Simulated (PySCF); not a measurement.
# 1,2,4-trifluorobenzene (F-1) (C6H3F3): NMR shifts and electronic excitations in gas and solvents, part 2 of 2

PySCF 2.14.0. Atoms count from 0. The steps go on from the part before.

## Step 8: TDDFT and polarisability: PBE0/def2-SVPD in chloroform

The job: settings as JSON, then the geometry in Å.

```
{"job": {"kind": "uv", "xc": "PBE0", "basis": "def2-SVPD", "solvent": "chloroform", "nstates": 6, "ntriplets": 0}, "charge": 0, "multiplicity": 1}
F     -2.472278    -1.255418    -0.469458
C     -1.293084    -0.653561    -0.344278
C     -1.223715     0.732993    -0.388846
C      0.020462     1.349256    -0.259994
C      1.164794     0.584841    -0.088068
F      2.354548     1.159724     0.037663
C      1.071671    -0.807698    -0.043667
F      2.172676    -1.523471     0.126060
C     -0.157293    -1.438371    -0.172380
H     -2.136044     1.315127    -0.523603
H      0.119817     2.435803    -0.289976
H     -0.224013    -2.526244    -0.138308
```

Level: TDDFT PBE0/def2-SVPD, vertical, IEF-PCM chloroform (non-equilibrium linear response), core orbitals frozen in the response.

Log:

```text
coarse grid: 11640 points
cycle   1  E = -528.8979358165  dE =  1.638e+00  |g| = 6.336e-01  |ddm| = 7.717e+00
cycle   2  E = -528.8368390979  dE =  6.110e-02  |g| = 8.701e-01  |ddm| = 1.902e+00
cycle   3  E = -528.9689440855  dE = -1.321e-01  |g| = 8.283e-02  |ddm| = 1.165e+00
cycle   4  E = -528.9701732323  dE = -1.229e-03  |g| = 3.404e-02  |ddm| = 2.458e-01
cycle   5  E = -528.9704367641  dE = -2.635e-04  |g| = 8.680e-03  |ddm| = 7.978e-02
cycle   6  E = -528.9704533367  dE = -1.657e-05  |g| = 2.284e-03  |ddm| = 3.343e-02
cycle   7  E = -528.9704545112  dE = -1.174e-06  |g| = 7.178e-04  |ddm| = 6.484e-03
final grid: 118176 points
cycle   8  E = -529.0419564002  dE = -3.118e-05  |g| = 7.761e-03  |ddm| = 1.886e-01
cycle   9  E = -529.0419435732  dE =  1.283e-05  |g| = 1.161e-02  |ddm| = 3.329e-02
cycle  10  E = -529.0419693650  dE = -2.579e-05  |g| = 8.242e-04  |ddm| = 1.776e-02
cycle  11  E = -529.0419695081  dE = -1.431e-07  |g| = 1.201e-04  |ddm| = 1.937e-03
cycle  12  E = -529.0419695107  dE = -2.661e-09  |g| = 5.039e-05  |ddm| = 6.189e-04
cycle  13  E = -529.0419695112  dE = -4.776e-10  |g| = 2.503e-05  |ddm| = 1.506e-04
converged SCF energy = -529.0419695112

Static polarisability (au): isotropic 84.523, principal 50.246 100.355 102.969

Singlet excitations
state   eV       nm        f      main configurations
  1   5.2936    234.2   0.04282   H->L 0.79, H-1->L+1 0.21
  2   6.1686    201.0   0.00012   H->L+1 0.51, H-1->L 0.48
  3   6.6740    185.8   0.00256   H->L+2 0.97
  4   6.8975    179.8   0.67664   H-1->L 0.49, H->L+1 0.47
  5   7.0660    175.5   0.66058   H-1->L+1 0.76, H->L 0.20
  6   7.2918    170.0   0.00175   H-1->L+2 0.97
```

Run time: 32 s. Hardware: 1 thread, shared host.

This run: HOMO -7.29 eV, LUMO -0.85 eV; lowest singlet 5.29 eV.

## Step 9: Ultraviolet spectrum: PBE0/def2-SVPD in water

Settings changed since step 8:

```diff
@@ -1,2 +1,2 @@
-{"job": {"kind": "uv", "xc": "PBE0", "basis": "def2-SVPD", "solvent": "chloroform", "nstates": 6, "ntriplets": 0}, "charge": 0, "multiplicity": 1}
+{"job": {"kind": "uv", "xc": "PBE0", "basis": "def2-SVPD", "solvent": "water", "nstates": 6, "ntriplets": 0}, "charge": 0, "multiplicity": 1}
 F     -2.472278    -1.255418    -0.469458
```

With the program's defaults for keys left out, this is: TDDFT PBE0/def2-SVPD, vertical, IEF-PCM water (non-equilibrium linear response), core orbitals frozen in the response.

Log:

```text
coarse grid: 11640 points
cycle   1  E = -528.9000253461  dE =  1.636e+00  |g| = 6.310e-01  |ddm| = 7.726e+00
cycle   2  E = -528.8416451954  dE =  5.838e-02  |g| = 8.595e-01  |ddm| = 1.927e+00
cycle   3  E = -528.9706552233  dE = -1.290e-01  |g| = 7.881e-02  |ddm| = 1.147e+00
cycle   4  E = -528.9717385325  dE = -1.083e-03  |g| = 3.270e-02  |ddm| = 2.266e-01
cycle   5  E = -528.9719760328  dE = -2.375e-04  |g| = 8.180e-03  |ddm| = 7.481e-02
cycle   6  E = -528.9719905829  dE = -1.455e-05  |g| = 1.905e-03  |ddm| = 3.122e-02
cycle   7  E = -528.9719913883  dE = -8.055e-07  |g| = 5.259e-04  |ddm| = 5.817e-03
final grid: 118176 points
cycle   8  E = -529.0434875537  dE = -3.191e-05  |g| = 7.494e-03  |ddm| = 1.892e-01
cycle   9  E = -529.0434767613  dE =  1.079e-05  |g| = 1.100e-02  |ddm| = 3.258e-02
cycle  10  E = -529.0434996802  dE = -2.292e-05  |g| = 8.349e-04  |ddm| = 1.673e-02
cycle  11  E = -529.0434998243  dE = -1.441e-07  |g| = 1.066e-04  |ddm| = 1.938e-03
cycle  12  E = -529.0434998266  dE = -2.248e-09  |g| = 3.269e-05  |ddm| = 5.609e-04
cycle  13  E = -529.0434998268  dE = -1.604e-10  |g| = 1.898e-05  |ddm| = 1.198e-04
converged SCF energy = -529.0434998268

Static polarisability (au): isotropic 92.717, principal 56.216 110.225 111.711

Singlet excitations
state   eV       nm        f      main configurations
  1   5.3130    233.4   0.03730   H->L 0.78, H-1->L+1 0.22
  2   6.1829    200.5   0.00017   H->L+1 0.51, H-1->L 0.48
  3   6.6510    186.4   0.00230   H->L+2 0.98
  4   6.9470    178.5   0.65065   H-1->L 0.50, H->L+1 0.47
  5   7.1021    174.6   0.63798   H-1->L+1 0.75, H->L 0.21
  6   7.2498    171.0   0.00133   H-1->L+2 0.97
```

It took 36 s on 1 thread, shared host.

In short: HOMO -7.27 eV, LUMO -0.80 eV; lowest singlet 5.31 eV.

## Step 10: Side by side: NMR shifts

Shifts (ppm) of some atoms, chosen among heavy atoms and hydrogens apart, with basis size and wall time (the measured row can stand on another reference than the computed rows):

```
                           run     C4     C2   H10   H11      F0      F7      F5  functions  time
   PBE0/pcSseg-1 in chloroform  154.8  117.2  7.46  7.19  -115.5  -136.8  -149.1        168  22 s
        PBE0/pcSseg-1 in water  155.1  118.0  7.56  7.28  -115.7  -137.7  -149.9        168  20 s
   WP04/pcSseg-1 in chloroform  157.1  119.1  7.22  7.01  -116.9  -134.3  -143.7        168  20 s
wB97X-D/pcSseg-1 in chloroform  155.9  118.5  7.50  7.24  -113.5  -134.3  -146.3        168  33 s
                      measured      –      –     –     –  -116.0  -133.8  -143.8          –     –
```

Measured: G. Saielli, R. Bini, A. Bagno, Computational 19F NMR. 2. Organic compounds, RSC Adv. 2014, ESI (exp. from Berger-Braun-Kalinowski 1994 and Everett 1995).

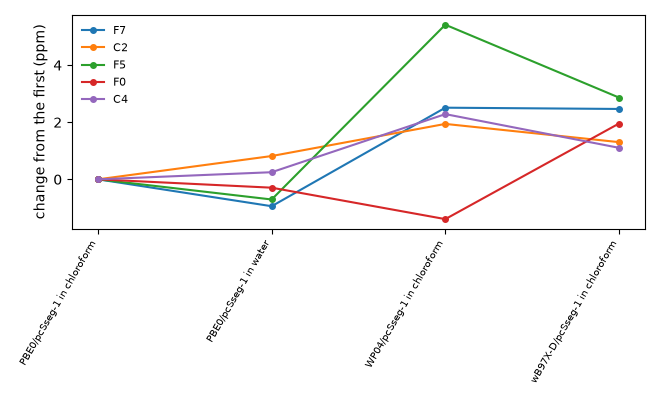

How five of the tabulated atoms move from run to run.

## Step 11: Side by side: electronic excitations

Excitations and ground-state properties, with basis size and wall time:

```
                         run  lowest singlet (eV)  brightest (eV)      f  gap (eV)  α (Å³)  μ (D)  functions  time
              PBE0/def2-SVPD                 5.28            7.06  0.541      6.38   10.11   1.42        213  48 s
PBE0/def2-SVPD in chloroform                 5.29            6.90  0.677      6.45   12.53   1.74        213  32 s
     PBE0/def2-SVPD in water                 5.31            6.95  0.651      6.47   13.74   1.87        213  36 s
```

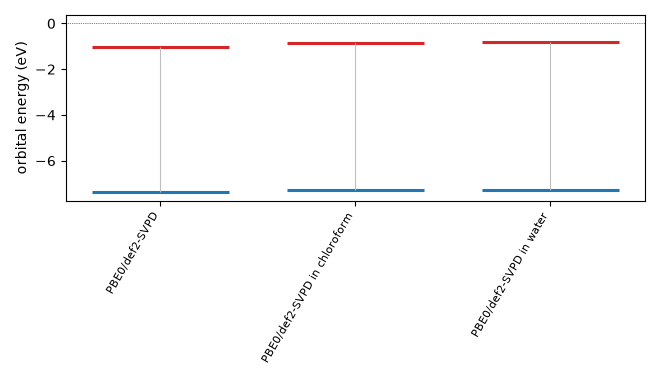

HOMO (blue) and LUMO (red) run by run.

The continuum's effect on the ground state:

```
   solvent      ε  polarisation energy (Eh)  μ (D)
chloroform   4.71                   -0.0042   1.74
     water  78.36                   -0.0061   1.87
```

## Step 12: Summary of results

This closing draws on all 2 parts.

| quantity | value |
| --- | --- |
| point group | Cs |
| rotational constants (main isotopes) | 3.10, 1.28, 0.91 GHz |
| 13C shifts against TMS (PBE0/pcSseg-1, chloroform) | 166.1, 158.6, 154.8, 124.5, 117.2, 111.7 ppm |
| 1H shifts against TMS (PBE0/pcSseg-1, chloroform) | 7.46, 7.19, 7.12 ppm |
| 19F shifts against CFCl3 (PBE0/pcSseg-1, chloroform) | -115.5, -136.8, -149.1 ppm |
| measured, and computed on the same scale | F5 δ -143.8, -149.1; F7 δ -133.8, -136.8; F0 δ -116.0, -115.5 ppm |
| lowest singlet (PBE0/def2-SVPD) | 5.28 eV (235 nm), f = 0.033 |
| brightest single state of those computed | state 4, 7.06 eV, f = 0.541 |
| range of the shift of F7 (PBE0/pcSseg-1 runs) | -137.7 to -136.8 ppm |
| range of the lowest singlet | 5.28 to 5.31 eV |

**Reading.** Over 6 steps the energy fell by 0.033 eV; of the close pairs, C6–F7 changed most, 1.339 to 1.324 Å. No frequency check was run at this level, so the end point may be a saddle. At PBE0/pcSseg-1: Shielding is most anisotropic at C3 (span 192 ppm, paramagnetic term -197 ppm). 3 measured 19F shifts can be compared: mean absolute error 3.0 ppm, mean signed error -2.6 ppm. Vibration and temperature are missing from the calculation, and it holds one conformer, so part of the miss against the measured shifts is not the functional's. NICS(1)zz of -26 ppm above the planar ring from C1 marks a diatropic (aromatic) ring current. The lowest singlet, at 5.28 eV, is HOMO→LUMO 0.78, HOMO−1→LUMO+1 0.22 and is weak; of the 6 states computed, the strongest absorption comes from state 4 at 7.06 eV (the last state computed is bright too, and its partners may lie past the list). At one level, PBE0/pcSseg-1: In ppm, F7 moves most: its shift spreads over 0.9 ppm, from -137.7 (PBE0/pcSseg-1 in water) to -136.8 (PBE0/pcSseg-1 in chloroform). The lowest singlet runs from 5.28 eV (PBE0/def2-SVPD) to 5.31 eV (PBE0/def2-SVPD in water), while the orbital gap spans 6.38 to 6.47 eV. The lowest state need not be the same one in every run. The continuum holds electrostatics alone: no hydrogen bonds to the solvent, and the gas-phase geometry is kept.
